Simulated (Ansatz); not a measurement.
System: L1₀ (CuAu-type) CuAu. Method: revPBE in Ansatz (plane waves, PAW).

Numerical settings: plane-wave cutoff 520 eV, 20×20×16 k mesh (along the axes of the cell as run), Fermi–Dirac smearing 0.05 eV, no spin polarisation, scalar-relativistic PAW data made under PBE.

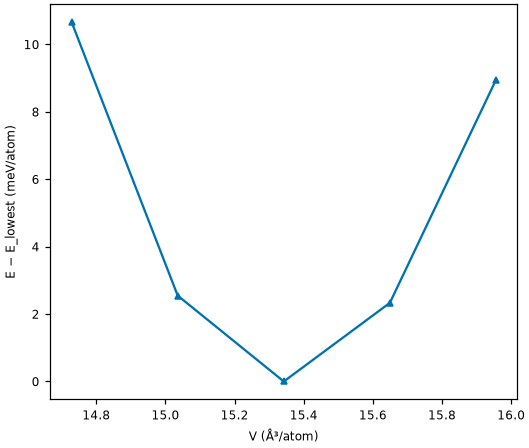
Figure: Total energy against volume

Question: From the curve, estimate the equilibrium volume and the bulk modulus.

Answer: V0 ≈ 15.3 Å³/atom and B0 ≈ 130 GPa; the fit gives V0 = 15.342 Å³/atom, B0 = 127 GPa, B′ = 5.6.

Shape and atoms are relaxed at each volume.

Note: the bulk modulus comes from volumes at which shape and atoms were relaxed.

Spin–orbit coupling is not included; it can shift volumes and moduli of such heavy elements.

Ansatz is a program for electronic structure.
